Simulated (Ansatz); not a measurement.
# ClGeH3: what the fields show

Input

```
crystal:
  periodic: [false, false, false]
  atoms:
    - { symbol: Ge, position_ang: [0.0, 0.0, 0.0] }
    - { symbol: Cl, position_ang: [0.0, 0.0, 2.22] }
    - { symbol: H, position_ang: [1.4616, 0.0, -0.5162] }
    - { symbol: H, position_ang: [-0.73, 1.2648, -0.5162] }
    - { symbol: H, position_ang: [-0.73, -1.2648, -0.5162] }
basis:
  gaussian: { orbitals: def2-SVP }
hamiltonian:
  xc: pbe
relax:
  f_tol: 0.02
  max_steps: 40
output:
  orbitals: {}
```

Run with:

```sh
ansatz run input.yaml --threads 1 --pin off --max-ram 2048MiB --backend cpu --events-out ev --progress --plain --runs-dir out
```

The fields are those of the run's last geometry, not of the input's.

All numbers below come from RKS PBE/def2-SVP in Ansatz 0.2.0.

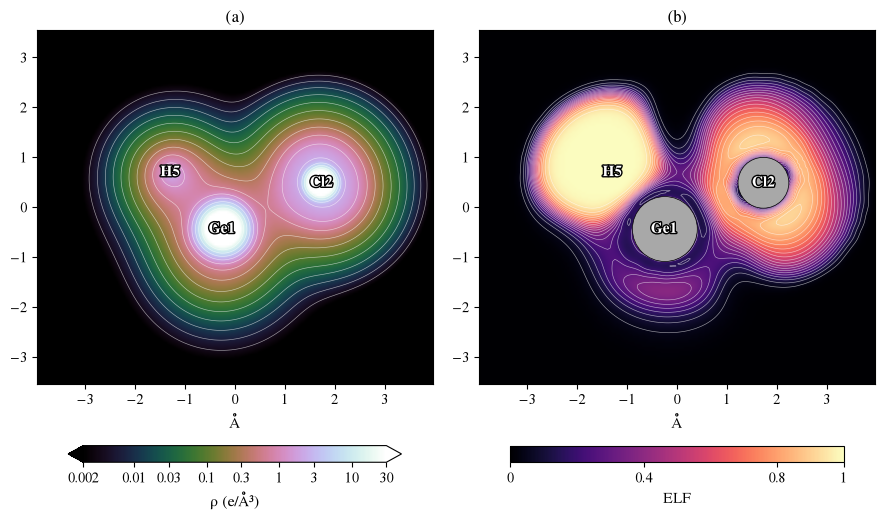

Figure 1. (a) electron density; (b) ELF on the plane of atoms Cl2, Ge1 and H5. Grey discs cover the atomic cores in the ELF map.

### Describe what can be read from this map.

The section cuts through Ge, Cl and H sites.
Ge–Cl (2.18 Å): the density is about 0.68 e/Å³ at the midpoint; the ELF peaks at about 0.80 in the valence shell of Cl, 0.9 Å from its nucleus, and is about 0.60 at the midpoint.
Ge–H (1.55 Å): the density is about 1 e/Å³ at the midpoint; the ELF climbs to about 1 towards the hydrogen.
The ELF also peaks beside Cl2, away from the bonds: lone-pair regions.

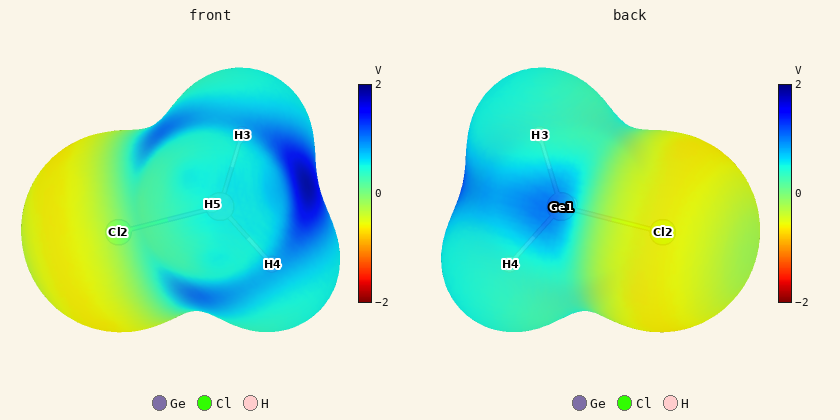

Figure 2. The electrostatic potential painted on the density surface at 0.002 e/bohr³, seen from the front and from behind; the colour scale runs from red (negative) to blue (positive).

### Describe the electrostatic potential map.

The most negative region (about −0.6 V, or −14 kcal/mol for a unit charge) lies over Cl2, the most positive (about +1.8 V, or +42 kcal/mol for a unit charge) over Ge1.

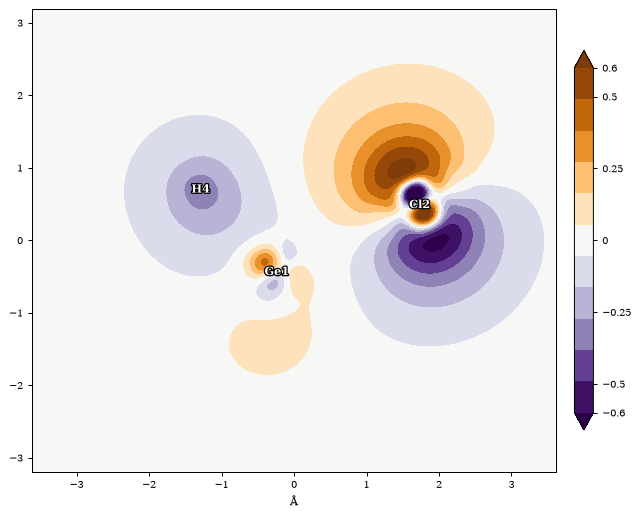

Figure 3. The HOMO on the plane of atoms Cl2, Ge1 and H4 (values in Å⁻³ᐟ²; the overall sign is arbitrary).

### Where does this orbital lie, and at what energy?

By Hirshfeld shares it lies mainly on Cl2 (about 80 %) and Ge1 (about 10 %); largely a lone pair of Cl2. It is one of a degenerate set, so its orientation is arbitrary. Its energy is −7.16 eV.
